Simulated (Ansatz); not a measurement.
# AlH$_{2}$N···NH$_{3}$: what the fields show

Input

```
crystal:
  periodic: [false, false, false]
  atoms:
    - { symbol: Al, position_ang: [-0.944148, -0.222675, 0.996757] }
    - { symbol: H, position_ang: [1.801152, -0.047899, 1.249007] }
    - { symbol: "N", position_ang: [2.067734, 0.105572, 0.259854] }
    - { symbol: H, position_ang: [1.676616, -0.648294, -0.301525] }
    - { symbol: H, position_ang: [1.67263, 0.99124, -0.047345] }
    - { symbol: "N", position_ang: [-1.227682, -0.091714, -0.785447] }
    - { symbol: H, position_ang: [-2.150436, -0.243368, -1.191573] }
    - { symbol: H, position_ang: [-0.587965, 0.157139, -1.535528] }
basis:
  gaussian: { orbitals: def2-SVP }
hamiltonian:
  xc: pbe0
  dispersion: d4
relax:
  f_tol: 0.03
  max_steps: 50
output:
  orbitals: {}
```

Command:

```sh
ansatz run input.yaml --threads 1 --pin off --max-ram 2048MiB --backend cpu --events-out ev --progress --plain --runs-dir out
```

The fields are those of the relaxed geometry.

All numbers below come from Ansatz, RKS PBE0-D4/def2-SVP.

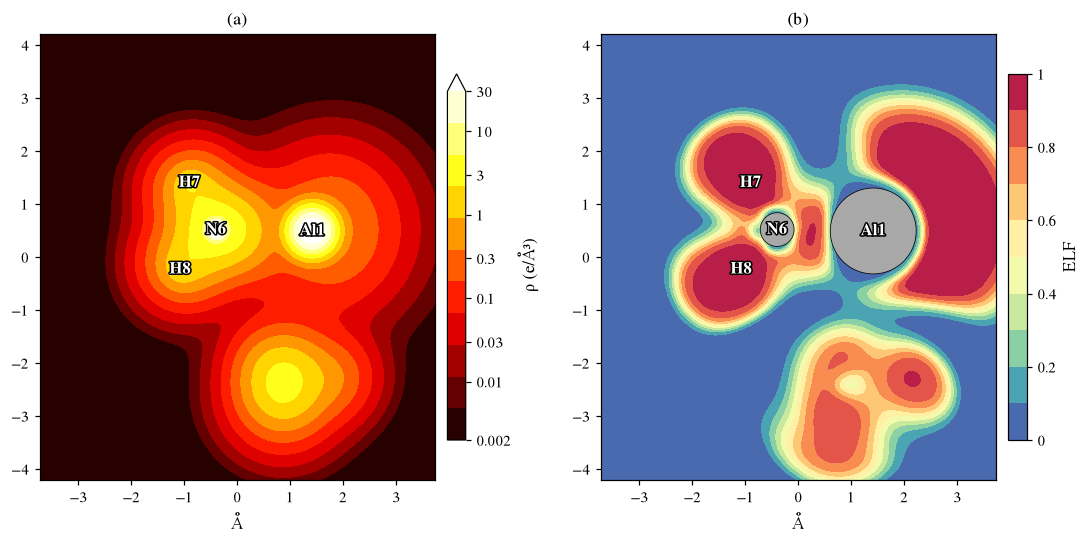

Figure 1. (a) electron density; (b) electron localisation function on the plane of atoms Al1, N6 and H7. Grey discs cover the atomic cores in the ELF map.

Interpret the plot.

Answer.
- The section cuts through Al, N and H sites.
- Al–N (1.81 Å): ρ at the midpoint is about 0.77 e/Å³; the ELF peaks at about 0.90 in the valence shell of N, 0.7 Å from its nucleus, and is about 0.60 at the midpoint.
- N–H (1.02 Å): the density is about 2.7 e/Å³ at the midpoint; the ELF climbs to about 1 towards the hydrogen, as it does in any bond to H; a covalent bond by its length.
- The ELF also peaks beside N3 and Al1, away from the bonds: lone-pair regions.

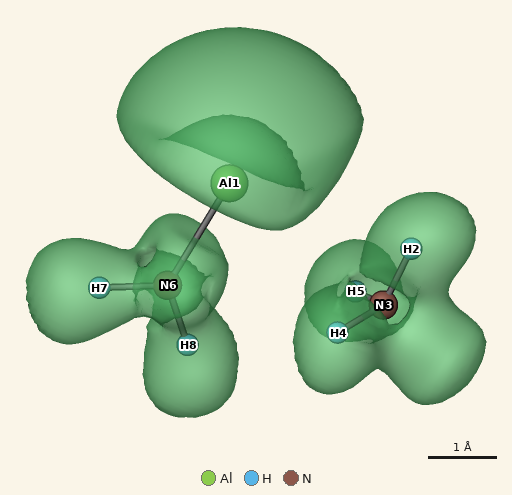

Figure 2. Isosurface of the electron localisation function at 0.75 (green), seen at a tilt. Only the valence region is drawn (cores and ρ < 0.01 e/Å³ removed).

Where are the electrons localised?

Answer. The surface consists of one lobe on Al, pointing away from the bonds (lone pairs) and two joined regions spread over several atoms (H, N), in which their bonds and any lone pairs are merged. Along the contacts the grid gives the following. Al1···N3 (2.95 Å): the ELF is about 0.15 at the midpoint.

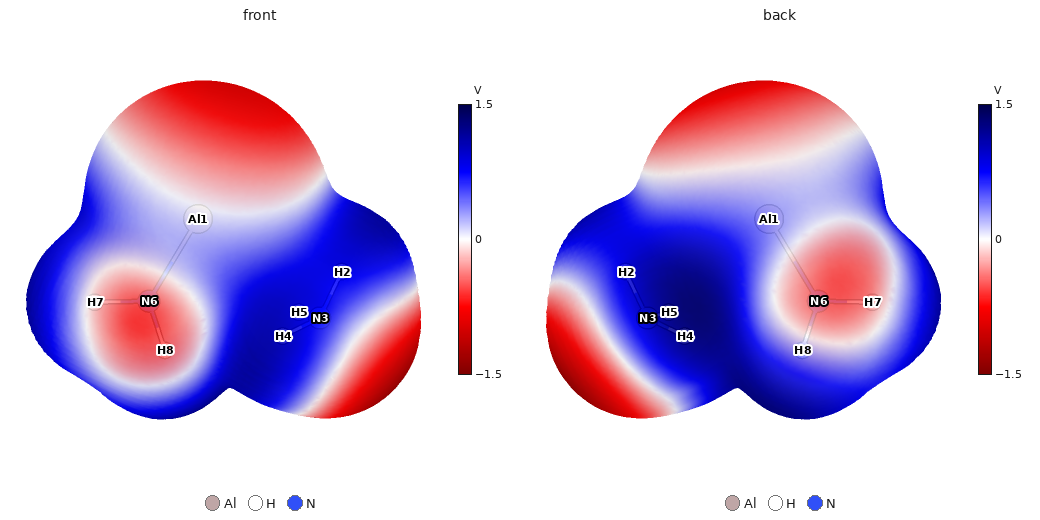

Figure 3. The electrostatic potential painted on the density surface at 0.001 e/bohr³, seen from the front and from behind; the colour scale runs from red (negative) to blue (positive).

Describe the electrostatic potential map.

Answer. The most negative region (about −1.3 V) lies over N3, the most positive (about +1.3 V) over H5. N3 is the likeliest acceptor of a hydrogen bond.

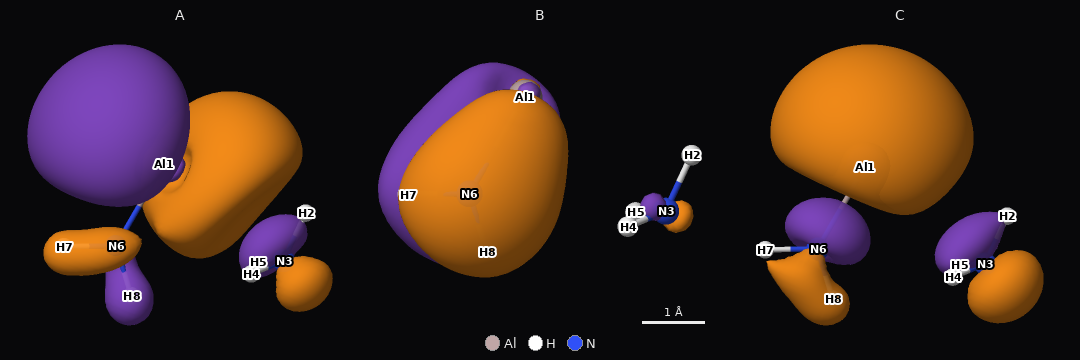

Figure 4. Three frontier orbitals at ±0.08 Å⁻³ᐟ² (orange and purple are the two phases), in no order.

Which picture is the HOMO−1, the HOMO and the LUMO?

Answer. B is the HOMO−1 (−7.23 eV). Its weight (Hirshfeld) is mainly on N6 (about 70 %) and Al1 (about 15 %); largely a lone pair of N6. C is the HOMO (−5.78 eV). It lies mainly on Al1 (about 80 %), N6 (about 10 %) and N3 (about 10 %). A is the LUMO (−0.73 eV). Its weight (Hirshfeld) is mainly on Al1 (about 75 %) and N3 (about 5 %).

What is the HOMO–LUMO gap?

Answer. 5.05 eV between the orbital energies.
